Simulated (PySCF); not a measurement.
## A study: C5H4O, SMILES `O=C1C=CC=C1`

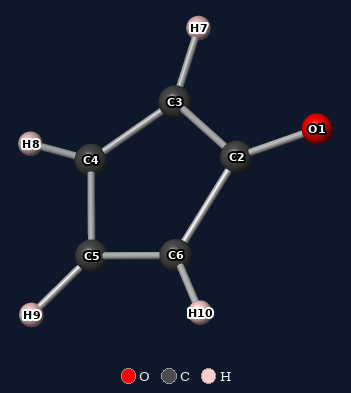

The molecule, with its atoms numbered as below. No frequency check shows the geometry to be a minimum.

Coordinates in Å:

```
O1      -2.0286   -0.0001    0.0000
C2      -0.8250    0.0001    0.0000
C3       0.0894   -1.1866    0.0000
C4       1.3451   -0.7396    0.0000
C5       1.3451    0.7396    0.0000
C6       0.0894    1.1865    0.0000
H7      -0.2662   -2.1986    0.0000
H8       2.2489   -1.3223    0.0000
H9       2.2489    1.3223    0.0000
H10     -0.2662    2.1986    0.0000
```

### 1. Bonding charge

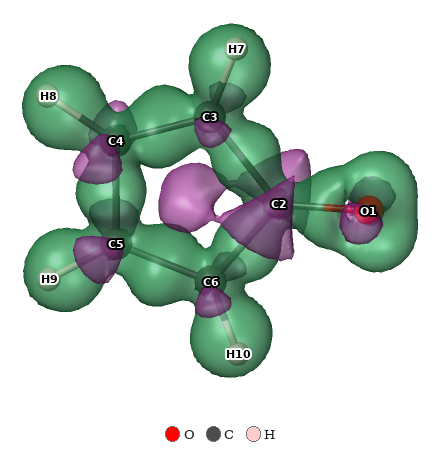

Deformation density (molecule less spherical, spin-averaged free atoms at the same positions), surfaces at ±0.1 e/Å³; green: gain, purple: loss.

Method: PBE0/def2-TZVP; geometry: GFN2-xTB; program: PySCF.

**Describe the bonding that the map shows.**

C4–H8 and C5–H9: +0.79 e/Å³ at the bond critical point (bond length 1.07 Å, Mayer order 0.9). C3–H7 and C6–H10: +0.78 e/Å³ at the bond critical point (bond length 1.07 Å, Mayer order 1.0). C3–C4 and C5–C6: +0.77 e/Å³ at the bond critical point (bond length 1.33 Å, Mayer order 1.8). O1–C2: +0.68 e/Å³ at the bond critical point (bond length 1.20 Å, Mayer order 2.1). C2–C6 and C2–C3: +0.57 e/Å³ at the bond critical point (bond length 1.50 Å, Mayer order 1.0). C4–C5: +0.55 e/Å³ at the bond critical point (bond length 1.48 Å, Mayer order 1.0). In all, 2.5 electrons gather in the regions of gain relative to the promolecule.

**Where do the Hirshfeld charges lie?**

The highest Hirshfeld charge is on C2 (+0.15 e), the lowest on O1 (−0.21 e).

```json
{"atom": "O1", "charge (e)": "−0.21"}
{"atom": "C2", "charge (e)": "+0.15"}
{"atom": "C3", "charge (e)": "−0.07"}
{"atom": "C4", "charge (e)": "−0.03"}
{"atom": "C5", "charge (e)": "−0.03"}
{"atom": "C6", "charge (e)": "−0.07"}
{"atom": "H7", "charge (e)": "+0.06"}
{"atom": "H8", "charge (e)": "+0.07"}
{"atom": "H9", "charge (e)": "+0.07"}
{"atom": "H10", "charge (e)": "+0.06"}
```

### 2. Bond critical points

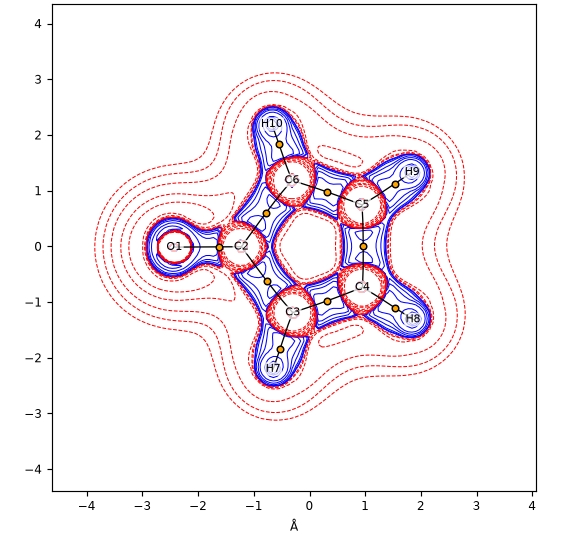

Negative Laplacian of the density (−∇²ρ) in the molecular plane (solid blue lines positive, dashed red lines negative, contours at ±0.02 to ±8 a.u.), with bond paths and bond critical points (dots).

**At which bond critical points in this plane is charge locally concentrated, and at which depleted?**

Concentrated (∇²ρ < 0): C3–C4 and C5–C6 (−1.08 a.u.); C4–H8 and C5–H9 (−1.07 a.u.); C3–H7 and C6–H10 (−1.06 a.u.); C4–C5 (−0.73 a.u.); C2–C6 and C2–C3 (−0.72 a.u.). Depleted (∇²ρ > 0): O1–C2 (+0.02 a.u., H = −0.770). A positive Laplacian with clearly negative H marks a strongly polar covalent bond, whose critical point lies close to the core of the less electronegative atom.

**Where along O1–C2 does the critical point lie?**

0.80 Å from O1 and 0.40 Å from C2.

### 3. Local ionisation energy

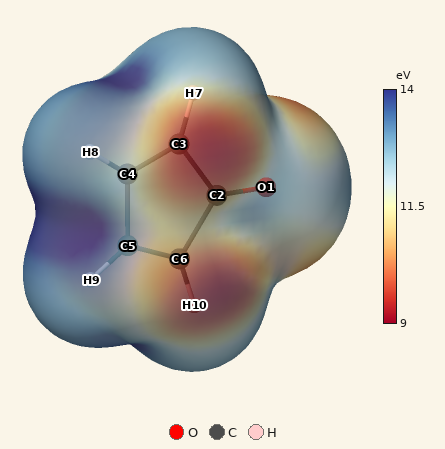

Average local ionisation energy on the surface of electron density 0.001 a.u.

**Where are the most loosely bound electrons on this surface?**

The lowest value is 9.1 eV, off the molecular plane, over C3 (2.1 Å), and at like points elsewhere. Further minima include 10.2 eV, 1.8 Å from O1, and at like points elsewhere. For comparison, the highest occupied orbital lies at −7.2 eV.

### 4. In an electric field

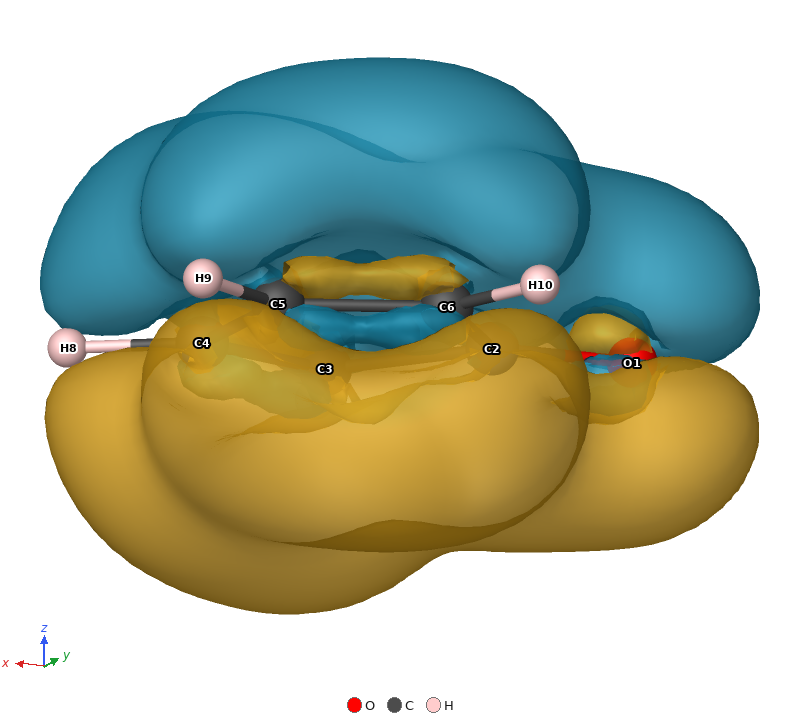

Change of the electron density in a uniform field of 0.26 V/Å, surfaces at ±0.0006 e/Å³ (yellow: gain, teal: loss).

Computed with PySCF, r2SCAN/6-31+G*, geometry: GFN2-xTB. The basis has diffuse s and p functions alone, which still leaves polarisabilities too small, most of all across bonds.

**Along which Cartesian direction does the field point?**

Along +z: electrons gather on the −z side, against the field.

**What dipole is induced, and what polarisability does it imply?**

The induced dipole is 0.42 D (along the field); α along this axis, from the fields in both directions, is 33 bohr³ (4.9 Å³).

**Which atoms gain and lose the most charge?**

Hardly any: no atom's Hirshfeld charge changes by as much as 0.002 e. The density shifts from one side of each atom to the other; 0.042 electrons are displaced in all.
